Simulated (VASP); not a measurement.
# GW on Te2Mo

How does the gap of Te2Mo change from the starting functional to GW? The cell has space group P6_3/mmc. The start is a cell from a database of measured crystal structures.

Method: PBE, no spin polarisation; plane waves and PAW (Te_GW, Mo_sv_GW), in the first sound run; inputs show where later runs differ, in VASP 6.6.1.

### 1. Starting point

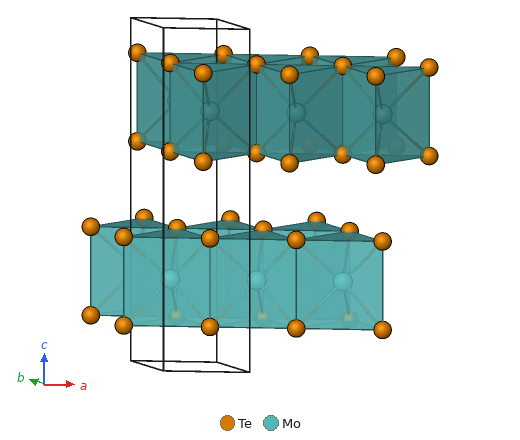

The starting structure, seen slightly off an axis (tellurium orange, molybdenum teal). 3×2×1 cells are drawn. Some periodic images of atoms are drawn too.

### 2. Empty bands

ALGO = Exact makes the empty bands from the converged ground state in one step. LOPTICS writes the k-derivatives of the orbitals (WAVEDER), which give the long-wavelength limit of the screening.

Input file INCAR:

```
SYSTEM = Te2Mo
PREC = Accurate
ENCUT = 370
ISMEAR = 0
SIGMA = 0.01
LREAL = .FALSE.
GGA = PE
NBANDS = 248
LASPH = .TRUE.
ALGO = Exact
NELM = 1
LWAVE = .TRUE.
LCHARG = .FALSE.
LOPTICS = .TRUE.
NEDOS = 1000
CSHIFT = 0.1
```

Input file POSCAR:

```
Te2Mo
1.0
    3.5182000000      0.0000000000      0.0000000000
   -1.7591000000      3.0468505756      0.0000000000
    0.0000000000      0.0000000000     13.9736000000
Te Mo
4 2
Direct
    0.3333333333      0.6666666667      0.6210000000
    0.6666666667      0.3333333333      0.1210000000
    0.3333333333      0.6666666667      0.8790000000
    0.6666666667      0.3333333333      0.3790000000
    0.3333333333      0.6666666667      0.2500000000
    0.6666666667      0.3333333333      0.7500000000
```

Input file KPOINTS:

```
Automatic mesh
0
Gamma
6 6 1
0 0 0
```

The projector-augmented-wave data sets are Te_GW and Mo_sv_GW (PBE family, release 64).

Run with:

```
> mpirun -np 8 vasp_std
```

Log:

```text
[banner, memory and clock lines left out]
running    8 mpi-ranks, on    1 nodes
 distrk:  each k-point on    8 cores,    1 groups
 distr:  one band on    1 cores,    8 groups

 POSCAR found type information on POSCAR TeMo
 POSCAR found :  2 types and       6 ions
|                                                                             |
|           W    W    AA    RRRRR   N    N  II  N    N   GGGG   !!!           |
|           W    W   A  A   R    R  NN   N  II  NN   N  G    G  !!!           |
|           W    W  A    A  R    R  N N  N  II  N N  N  G       !!!           |
|           W WW W  AAAAAA  RRRRR   N  N N  II  N  N N  G  GGG   !            |
|           WW  WW  A    A  R   R   N   NN  II  N   NN  G    G                |
|           W    W  A    A  R    R  N    N  II  N    N   GGGG   !!!           |
|                                                                             |
|     For optimal performance we recommend to set                             |
|       NCORE = 2 up to number-of-cores-per-socket                            |
|     NCORE specifies how many cores store one orbital (NPAR=cpu/NCORE).      |
|     This setting can greatly improve the performance of VASP for DFT.       |
|     The default, NCORE=1 might be grossly inefficient on modern             |
|     multi-core architectures or massively parallel machines. Do your        |
|     Unfortunately you need to use the default for GW and RPA                |
|     calculations (for HF NCORE is supported but not extensively tested      |
|     yet).                                                                   |
|                                                                             |

 LDA part: xc-table for (Slater+PW92), standard interpolation
 found WAVECAR, reading the header
  number of bands has changed, file:    32 present:   248
  trying to continue reading WAVECAR, but it might fail
 POSCAR, INCAR and KPOINTS ok, starting setup
 FFT: planning ... GRIDC
 FFT: planning ... GRID_SOFT
 FFT: planning ... GRID
 reading WAVECAR
 random initialization beyond band           32
 the WAVECAR file was read successfully
 initial charge from wavefunction
 entering main loop
       N       E                     dE             d eps       ncg     rms          rms(c)
DIA:   1    -0.375274452408E+02   -0.37527E+02    0.00000E+00     0   0.000E+00
   1 F= -.37527445E+02 E0= -.37527445E+02  d E =-.984264E-82
 writing wavefunctions
 optical routines
 imaginary and real dielectric function
 recalculating local potential from charge density
 direction            1
 direction            2
 direction            3
```

It took 31 s on 8 MPI ranks of Intel Xeon Platinum 8488C (Sapphire Rapids), shared host; peak memory 2.4 GiB; 3.6 min of CPU time.

Lines that name or quote the potential files are left out of all logs, and their timing lines are given in words.

From OUTCAR (step 2):

```text
ion  position               nearest neighbor table
   1  0.333  0.667  0.621-   6 2.72   6 2.72   6 2.72   3 3.61
   2  0.667  0.333  0.121-   5 2.72   5 2.72   5 2.72   4 3.61
   3  0.333  0.667  0.879-   6 2.72   6 2.72   6 2.72   1 3.61
   4  0.667  0.333  0.379-   5 2.72   5 2.72   5 2.72   2 3.61
   5  0.333  0.667  0.250-   2 2.72   4 2.72   2 2.72   4 2.72   2 2.72   4 2.72
   6  0.667  0.333  0.750-   1 2.72   3 2.72   1 2.72   3 2.72   1 2.72   3 2.72

  LATTYP: Found a hexagonal cell.
 ALAT       =     3.5182000000
 C/A-ratio  =     3.9718037633

 Subroutine GETGRP returns: Found 24 space group operations
 (whereof 12 operations were pure point group operations)

The static configuration has the point symmetry D_3d.
 The point group associated with its full space group is D_6h.

 Found      7 irreducible k-points:

   k-points           NKPTS =      7   k-points in BZ     NKDIM =      7   number of bands    NBANDS=    248

   dimension x,y,z NGX =    24 NGY =   24 NGZ =   90
   dimension x,y,z NGXF=    48 NGYF=   48 NGZF=  180

   ENCUT  =  370.0 eV  27.19 Ry    5.21 a.u.   5.52  5.52 21.92*2*pi/ulx,y,z

   NELECT =      52.0000    total number of electrons

 k-points in reciprocal lattice and weights: Automatic mesh
   0.00000000  0.00000000  0.00000000       0.028
   0.16666667  0.00000000  0.00000000       0.167
   0.33333333  0.00000000  0.00000000       0.167
   0.50000000  0.00000000  0.00000000       0.083
   0.16666667  0.16666667  0.00000000       0.167
   0.33333333  0.16666667  0.00000000       0.333
   0.33333333  0.33333333  0.00000000       0.056

 average (electrostatic) potential at core
       1 -86.2146       2 -86.2146       3 -86.2146       4 -86.2146       5 -98.5918
       6 -98.5918

 E-fermi :   8.2615

 k-point     1 :       0.0000    0.0000    0.0000
  band No.  band energies     occupation
    ...
     22       7.0685      2.00000
     23       7.1036      2.00000
     24       7.1036      2.00000
     25       7.8056      2.00000
     26       8.1273      2.00000
     27      11.0283      0.00000
     28      11.0283      0.00000
     29      11.1605      0.00000
     30      11.1605      0.00000
     31      11.2559      0.00000
    ...

 k-point     2 :       0.1667    0.0000    0.0000
  band No.  band energies     occupation
    ...
     22       6.6663      2.00000
     23       6.8946      2.00000
     24       7.1298      2.00000
     25       7.6813      2.00000
     26       7.8507      2.00000
     27       9.9289      0.00000
     28      10.1940      0.00000
     29      10.2218      0.00000
     30      10.4596      0.00000
     31      10.5128      0.00000
    ...

 k-point     3 :       0.3333    0.0000    0.0000
  band No.  band energies     occupation
    ...
     22       6.8207      2.00000
     23       6.8308      2.00000
     24       7.0527      2.00000
     25       7.2200      2.00000
     26       7.3648      2.00000
     27       9.2409      0.00000
     28       9.6185      0.00000
     29       9.8397      0.00000
     30       9.8520      0.00000
     31      10.2982      0.00000
    ...

  Total        2.2427309      2.2427309      3.3171610     -0.0000000      0.0000000      0.0000000
  in kB       23.9887582     23.9887582     35.4811053     -0.0000000      0.0000000      0.0000000
  external PRESSURE =      27.8195406 kB  Pullay stress =       0.0000000 kB

  energy-cutoff  :      370.00
  volume of cell :      149.79
      direct lattice vectors                 reciprocal lattice vectors
     3.518200000  0.000000000  0.000000000     0.284236257  0.164103880  0.000000000
    -1.759100000  3.046850576  0.000000000     0.000000000  0.328207759  0.000000000
     0.000000000  0.000000000 13.973600000     0.000000000  0.000000000  0.071563520

 POSITION                                       TOTAL-FORCE (eV/Angst)
 -----------------------------------------------------------------------------------
     -0.00000      2.03123      8.67761        -0.000000     -0.000000     -0.131377
      1.75910      1.01562      1.69081        -0.000000      0.000000     -0.131377
     -0.00000      2.03123     12.28279         0.000000     -0.000000      0.131377
      1.75910      1.01562      5.29599         0.000000      0.000000      0.131377
     -0.00000      2.03123      3.49340        -0.000000      0.000000     -0.000000
      1.75910      1.01562     10.48020         0.000000     -0.000000     -0.000000
 -----------------------------------------------------------------------------------
    total drift:                               -0.000001      0.000000     -0.000000

  FREE ENERGIE OF THE ION-ELECTRON SYSTEM (eV)
  ---------------------------------------------------
  free  energy   TOTEN  =       -37.5274452408 eV

  energy  without entropy=      -37.5274452408  energy(sigma->0) =      -37.52744524

 plasma frequency squared (from intraband transitions) (eV^2)
  --------------------------------------------------------------------------------------
       0.000       0.000      -0.000
       0.000       0.000      -0.000
      -0.000      -0.000       0.000

[... 3 further parts left out ...]
```

WAVECAR now holds 248 bands for 52 electrons. Its independent-particle dielectric tensor has xx, yy, zz = 21.7, 21.7, 17.0 on this mesh, which isn't tested for convergence in mesh or bands and lacks local fields.

### 3. G0W0, ENCUTGW 80, bands in the sums 248

This step: G0W0 on PBE, no spin polarisation; plane waves and PAW (Te_GW, Mo_sv_GW) (VASP 6.6.1).

One pass of GW corrects the levels to first order, with G and W from the starting orbitals.

Input file INCAR:

```
SYSTEM = Te2Mo
PREC = Accurate
ENCUT = 370
ISMEAR = 0
SIGMA = 0.01
LREAL = .FALSE.
GGA = PE
NBANDS = 248
LASPH = .TRUE.
ALGO = EVGW0
NELMGW = 1
ENCUTGW = 80
NOMEGA = 48
PRECFOCK = Fast
NBANDSGW = 40
LWAVE = .FALSE.
LCHARG = .FALSE.
```

POSCAR is that of step 2.

KPOINTS is that of step 2.

Run with:

```
> mpirun -np 8 vasp_std
```

Log:

```text
[banner, memory and clock lines left out]
running    8 mpi-ranks, on    1 nodes
 distrk:  each k-point on    8 cores,    1 groups
 distr:  one band on    1 cores,    8 groups

 POSCAR found type information on POSCAR TeMo
 POSCAR found :  2 types and       6 ions
 [... a notice as in an earlier step ...]

|                                                                             |
|           W    W    AA    RRRRR   N    N  II  N    N   GGGG   !!!           |
|           W    W   A  A   R    R  NN   N  II  NN   N  G    G  !!!           |
|           W    W  A    A  R    R  N N  N  II  N N  N  G       !!!           |
|           W WW W  AAAAAA  RRRRR   N  N N  II  N  N N  G  GGG   !            |
|           WW  WW  A    A  R   R   N   NN  II  N   NN  G    G                |
|           W    W  A    A  R    R  N    N  II  N    N   GGGG   !!!           |
|                                                                             |
|     The default for ENCUTGWSOFT is different in this version of VASP.       |
|     please manually set ENCUTGWSOFT =80 in the INCAR file.                  |
|                                                                             |

 LDA part: xc-table for (Slater+PW92), standard interpolation
 found WAVECAR, reading the header
 POSCAR, INCAR and KPOINTS ok, starting setup
 FFT: planning ... GRIDC
 FFT: planning ... GRID_SOFT
 FFT: planning ... GRID
 reading WAVECAR
 the WAVECAR file was read successfully
 initial charge from wavefunction
 available memory per node:     58.97 GB, setting MAXMEM to     60386

 The Fermi energy was updated, please check that it is located mid-gap
 values below the HOMO (VB) or above the LUMO (CB) will cause erroneous energies
 E-fermi :   8.5375

 calculate exact exchange contribution
 the WAVEDER file was read successfully
|                                                                             |
|           W    W    AA    RRRRR   N    N  II  N    N   GGGG   !!!           |
|           W    W   A  A   R    R  NN   N  II  NN   N  G    G  !!!           |
|           W    W  A    A  R    R  N N  N  II  N N  N  G       !!!           |
|           W WW W  AAAAAA  RRRRR   N  N N  II  N  N N  G  GGG   !            |
|           WW  WW  A    A  R   R   N   NN  II  N   NN  G    G                |
|           W    W  A    A  R    R  N    N  II  N    N   GGGG   !!!           |
|                                                                             |
|     Automatic setting of frequency mesh for GW failed. Frequency mesh       |
|     properly not suitable for determining QP energies. Consider             |
|     increasing number of kpoints.                                           |
|                                                                             |

energies w=
    0.000    0.000    0.896    0.000    1.788    0.000    2.673    0.000
    3.548    0.000    4.411    0.000    5.260    0.000    6.094    0.000
    6.912    0.000    7.716    0.000    8.505    0.000    9.282    0.000
   10.047    0.000   10.803    0.000   11.552    0.000   12.297    0.000
   13.039    0.000   13.783    0.000   14.531    0.000   15.287    0.000
   16.054    0.000   16.836    0.000   17.637    0.000   18.464    0.000
   19.320    0.000   20.213    0.000   21.150    0.000   22.139    0.000
   23.189    0.000   24.314    0.000   25.527    0.000   26.845    0.000
   28.289    0.000   29.887    0.000   31.673    0.000   33.689    0.000
   35.992    0.000   38.658    0.000   41.791    0.000   45.532    0.000
   50.091    0.000   55.774    0.000   63.062    0.000   72.746    0.000
   86.229    0.000  106.251    0.000  139.000    0.000  202.005    0.000
 responsefunction array rank=     272
 LDA part: xc-table for (Slater+PW92), standard interpolation

 min. memory requirement per mpi rank    243.8 MB, per node   1950.2 MB

 allocating   6 responsefunctions rank=   272
 shmem allocating  48 responsefunctions rank=   272
 response function shared by NCSHMEM nodes    1
 Doing            6  frequencies on each core in blocks of           48
NQ=   1    0.0000    0.0000    0.0000,
|.........|.........|.........|.........|.........|.........|.........|.........
 performed        554000 updates of chi_q(r,r)
 total number of BLAS operations        316.22 Gflops
NQ=   2    0.1667    0.0000    0.0000,
|.........|.........|.........|.........|.........|.........|.........|.........
 performed       1564000 updates of chi_q(r,r)
 total number of BLAS operations        858.65 Gflops
NQ=   3    0.3333    0.0000    0.0000,
|.........|.........|.........|.........|.........|.........|.........|.........
 performed       2574000 updates of chi_q(r,r)
 total number of BLAS operations       1340.08 Gflops
NQ=   4    0.5000    0.0000    0.0000,
|.........|.........|.........|.........|.........|.........|.........|.........
 performed       3326000 updates of chi_q(r,r)
 total number of BLAS operations       1658.69 Gflops
NQ=   5    0.1667    0.1667    0.0000,
|.........|.........|.........|.........|.........|.........|.........|.........
 performed       4336000 updates of chi_q(r,r)
 total number of BLAS operations       2168.13 Gflops
NQ=   6    0.3333    0.1667    0.0000,
|.........|.........|.........|.........|.........|.........|.........|.........
 performed       5465000 updates of chi_q(r,r)
 total number of BLAS operations       2680.11 Gflops
NQ=   7    0.3333    0.3333    0.0000,
|.........|.........|.........|.........|.........|.........|.........|.........
 performed       6118000 updates of chi_q(r,r)
 total number of BLAS operations       2981.32 Gflops
 resolving degeneracies of screened two electron integrals

 calculate QP shifts <psi_nk| G(iteration)W_0 |psi_nk>: iteration 1
 entering main loop
```

It took 3.5 min on 8 MPI ranks; peak memory 2.4 GiB.

OUTCAR, selected parts (step 3):

```text
 Found      7 irreducible k-points:

   k-points           NKPTS =      7   k-points in BZ     NKDIM =     36   number of bands    NBANDS=    248

   NELECT =      52.0000    total number of electrons

 E-fermi :   8.5375

 QP shifts <psi_nk| G(iteration)W_0 |psi_nk>: iteration 1
 for sc-GW calculations column KS-energies equals QP-energies in previous step
 and V_xc(KS)=  KS-energies - (<T + V_ion + V_H > + <T+V_H+V_ion>^1  + <V_x>^1)
 k-point   1 :       0.0000    0.0000    0.0000
  band No.  KS-energies  QP-energies   sigma(KS)   V_xc(KS)     V^pw_x(r,r')   Z            occupation Imag(sigma)
    ...
     23       7.1036       7.3498     -15.4203     -15.7494     -16.6593       0.7481       2.0000       0.2261
     24       7.1036       7.3498     -15.4203     -15.7494     -16.6593       0.7481       2.0000       0.2261
     25       7.8056       7.5701     -11.5414     -11.2391     -12.8467       0.7788       2.0000       0.2078
     26       8.1273       8.3832     -14.9840     -15.3273     -15.6014       0.7452       2.0000       0.1504
     27      11.0283      11.5395     -12.0865     -12.7504      -8.6068       0.7700       0.0000      -0.3130
     28      11.0283      11.5395     -12.0865     -12.7504      -8.6068       0.7700       0.0000      -0.3130
     29      11.1605      11.6656     -11.9857     -12.6405      -8.4355       0.7713       0.0000      -0.3240
     30      11.1605      11.6656     -11.9857     -12.6405      -8.4355       0.7713       0.0000      -0.3240
    ...

 k-point   2 :       0.1667    0.0000    0.0000
  band No.  KS-energies  QP-energies   sigma(KS)   V_xc(KS)     V^pw_x(r,r')   Z            occupation Imag(sigma)
    ...
     23       6.8946       6.8093     -12.8353     -12.7240     -14.2608       0.7663       2.0000       0.2387
     24       7.1298       7.3036     -14.6535     -14.8875     -15.8012       0.7430       2.0000       0.2362
     25       7.6813       7.8871     -14.6427     -14.9185     -15.5301       0.7462       2.0000       0.1881
     26       7.8507       7.6461     -11.5478     -11.2853     -12.7864       0.7795       2.0000       0.1982
     27       9.9289      10.4730     -12.8395     -13.5555      -9.3428       0.7600       0.0000      -0.2969
     28      10.1940      10.8319     -13.2267     -14.0614      -9.7733       0.7642       0.0000      -0.2761
     29      10.2218      10.7770     -13.2526     -13.9865      -9.6193       0.7565       0.0000      -0.3277
     30      10.4596      11.0782     -13.3246     -14.1360      -9.8161       0.7623       0.0000      -0.2892
    ...

 k-point   3 :       0.3333    0.0000    0.0000
  band No.  KS-energies  QP-energies   sigma(KS)   V_xc(KS)     V^pw_x(r,r')   Z            occupation Imag(sigma)
    ...
     23       6.8308       6.9316     -14.0304     -14.1651     -15.2950       0.7478       2.0000       0.2601
     24       7.0527       7.1742     -14.2014     -14.3641     -15.3858       0.7467       2.0000       0.2402
     25       7.2200       7.2293     -13.3798     -13.3919     -14.7168       0.7577       2.0000       0.2335
     26       7.3648       7.4276     -13.8037     -13.8867     -15.0592       0.7557       2.0000       0.2230
     27       9.2409       9.8734     -14.3699     -15.2220     -10.8562       0.7424       0.0000      -0.2775
     28       9.6185      10.2310     -14.3085     -15.1286     -10.9645       0.7468       0.0000      -0.2775
     29       9.8397      10.4883     -14.5889     -15.4608     -10.8511       0.7438       0.0000      -0.3248
     30       9.8520      10.4577     -14.1528     -14.9607     -10.7435       0.7497       0.0000      -0.2928
    ...

[... 8 parts as in an earlier step ...]

[... 4 further parts left out ...]
```

Numbers from this step:

| Property | Result |
| --- | --- |
| quasiparticle gap on the mesh | 1.077 eV |
| smallest direct quasiparticle gap on the mesh | 1.450 eV |
| gap of the starting orbitals on the mesh | 0.8204 eV |

GW takes the gap from 0.820 to 1.077 eV. Spin-orbit coupling is left out. The value holds for 248 bands, ENCUTGW = 80 eV and this mesh, and isn't shown to be converged in them. VASP warns that the automatic setting of its frequency mesh failed and advises more k points, so the value is in doubt.

(Part 1 of 3 ends here.)

[Lines on the potential files, build, host, timing and source positions are cut from VASP's logs without a mark.]

[Logs are printed without paths, hosts, clocks, repeated set-up lines and the standing remarks that a program may print on its own settings, such as how far it seeks lower states.]

[Hosts, paths, dates, database ids (printed as entryN), source tags and the programs' standing remarks are cut or masked in the printed files.]

[Pressures printed for these runs are not shown converged in the cutoff: they can be off by several GPa and have the wrong sign.]
